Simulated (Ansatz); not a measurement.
Co (P6_3/mmc, No. 194): the input geometry of a calculation; the starting structure was generated, so it need not be a known form of this composition.

```yaml
crystal:
  lattice:
    - [2.46303, 0.00000, 0.00000]
    - [-1.23151, 2.13304, 0.00000]
    - [0.00000, 0.00000, 8.01752]
  atoms:
    - { symbol: Co, position: [0.00000, 0.00000, 0.00000] }
    - { symbol: Co, position: [0.00000, 0.00000, 0.50000] }
    - { symbol: Co, position: [0.33333, 0.66667, 0.25000] }
    - { symbol: Co, position: [0.66667, 0.33333, 0.75000] }
```

**What will a map of the projected electrostatic potential along [210] show? Computed as the sum of neutral-atom potentials (tabulated electron scattering factors, B = 0.3 Å²) projected along the beam and smoothed by 0.25 Å; brighter is more positive.**

The columns repeat on a rectangular net of 1.23 × 2.00 Å (plane group p2mm). All columns are alike (Co). The shortest distance between visible columns is 1.23 Å in projection. Along the beam the structure repeats every 4.27 Å.

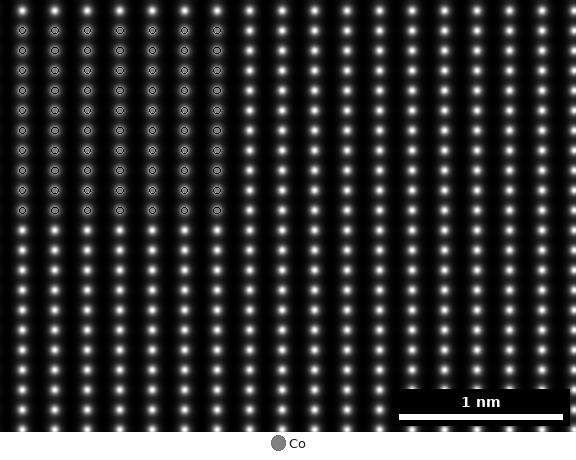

The simulated image, with the columns of the model marked in one corner.

**What mean inner potential do neutral atoms give for this crystal?**

About 31 V (the sum of the forward scattering factors over the cell volume; bonding usually lowers the true value).
